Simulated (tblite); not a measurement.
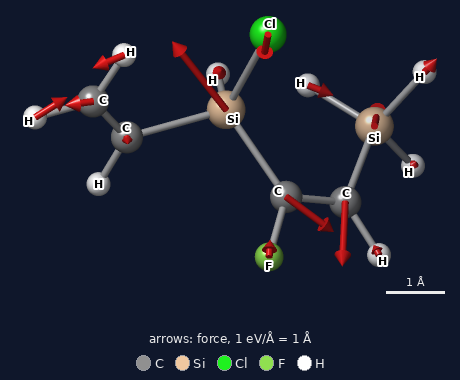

Starting geometry of C$_{4}$H$_{8}$ClFSi$_{2}$ with the computed forces as red arrows. A ball-and-stick model, seen at a tilt.

These are results of GFN2-xTB geometry optimisation, gas phase (tblite), not measurements. 

Question: Is this structure relaxed? If not, where do the atoms go?

Answer: It isn't relaxed: the largest force vector, on a Si atom, is 1.69 eV/Å. The final displacements have little in common with the starting forces (cosine between the two patterns 0.15). The energy falls by 0.375 eV in 120 geometry steps. An H atom moves most after the best rigid fit: 0.91 Å. By element the largest moves are H 0.91 Å, Cl 0.62 Å, F 0.52 Å, C 0.34 Å, Si 0.33 Å. Among the contacts that change: Si–Si 3.299 → 3.638 Å, C–Si 1.843 → 1.903 Å, Cl–Si 2.080 → 2.021 Å, C–Si 1.839 → 1.879 Å. Bond angles that change, for instance: Si–C–C 120.4° → 129.8°, Si–C–F 119.9° → 112.6°, C–Si–H 105.9° → 112.3°. Groups turn about C–Si by about 20°. Cost: 1.8 s on 1 thread of Arm Neoverse N1, with other jobs on the host.
